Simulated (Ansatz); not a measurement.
```yaml
atoms:
  - { symbol: C, position_ang: [-1.2510, -0.5731, 0.9392] }
  - { symbol: Si, position_ang: [-0.1870, -0.0053, -0.4573] }
  - { symbol: C, position_ang: [1.6178, -0.3390, -0.2673] }
  - { symbol: F, position_ang: [-0.7095, -0.6451, -1.8236] }
  - { symbol: C, position_ang: [-0.4186, 1.8305, -0.6515] }
  - { symbol: N, position_ang: [-0.5424, 2.9732, -0.7240] }
  - { symbol: H, position_ang: [-1.1589, -1.6531, 1.0782] }
  - { symbol: H, position_ang: [-2.3000, -0.3379, 0.7479] }
  - { symbol: H, position_ang: [-0.9557, -0.0814, 1.8695] }
  - { symbol: H, position_ang: [2.1732, 0.0279, -1.1329] }
  - { symbol: H, position_ang: [1.8020, -1.4115, -0.1680] }
  - { symbol: H, position_ang: [2.0073, 0.1596, 0.6237] }
```

Geometry: PBE0-D4/def2-TZVP.

Level of theory: RKS PBE0-D4/def2-TZVPP in Ansatz.

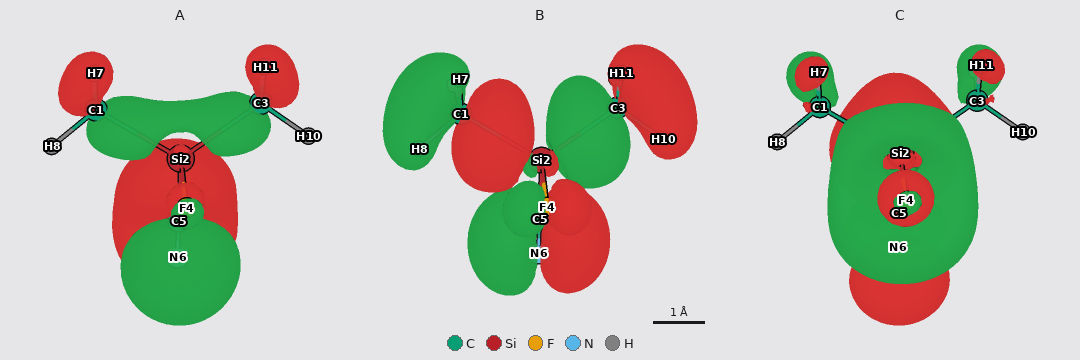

C$_{3}$H$_{6}$FNSi (SMILES C[Si](C)(F)C#N). Three frontier orbitals at ±0.08 Å⁻³ᐟ² (green and red are the two phases), in no order.

### Which picture is the HOMO−1, the HOMO and the LUMO?

A is the HOMO−1 (−9.97 eV). It lies mainly on N6 (about 50 %) and C5 (about 35 %). B is the HOMO (−9.38 eV). It lies mainly on C1 (about 20 %), C3 (about 20 %), N6 (about 15 %), Si2 (about 15 %) and C5 (about 10 %). C is the LUMO (−0.58 eV). It lies mainly on Si2 (about 30 %), N6 (about 25 %) and C5 (about 25 %).

### What is the HOMO–LUMO gap?

8.80 eV between the orbital energies.
